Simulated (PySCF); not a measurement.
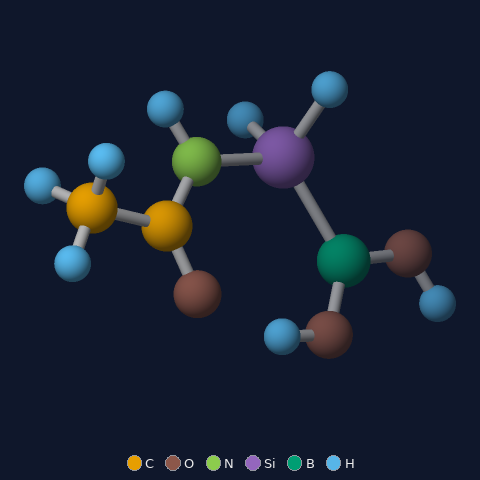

Structure of C₂H₈BNO₃Si, SMILES CC(=O)N[SiH2]B(O)O.

Vertical TDDFT excitations, PBE0/def2-SVPD in PySCF, at a GFN2-xTB geometry (no frequency check), gas phase.

Where does it absorb, and how strongly?

Answer. The lowest singlet lies at 5.86 eV (212 nm, f = 0.001); the brightest of the first 8 is S7 at 7.16 eV (173 nm), f = 0.131, mainly HOMO−1 → LUMO+2 (80 %). No singlet lies below 3.1 eV (beyond 400 nm), so at this level no vertical transition falls in the visible.


```
state  E (eV)  λ (nm)      f          main character
   S1    5.86     212  0.001    HOMO → LUMO+2 (74 %)
   S2    6.51     190  0.049    HOMO−1 → LUMO (96 %)
   S3    6.56     189  0.002      HOMO → LUMO (72 %)
   S4    6.59     188  0.002  HOMO−1 → LUMO+1 (93 %)
   S5    6.81     182  0.010    HOMO → LUMO+1 (88 %)
   S6    7.01     177  0.021    HOMO−2 → LUMO (91 %)
   S7    7.16     173  0.131  HOMO−1 → LUMO+2 (80 %)
   S8    7.43     167  0.038  HOMO−2 → LUMO+1 (76 %)
```

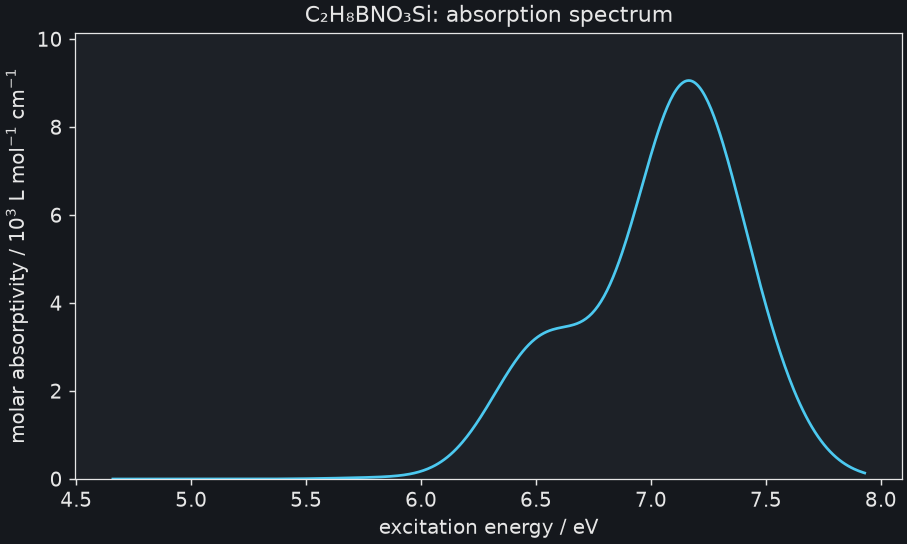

The lowest 8 singlet states are shown; each is broadened by a Gaussian of 1/e half-width 0.30 eV.

Caveats: the tight-binding geometry is rougher than a DFT one and adds to the error; one conformer of a flexible molecule; core orbitals are frozen in the response.
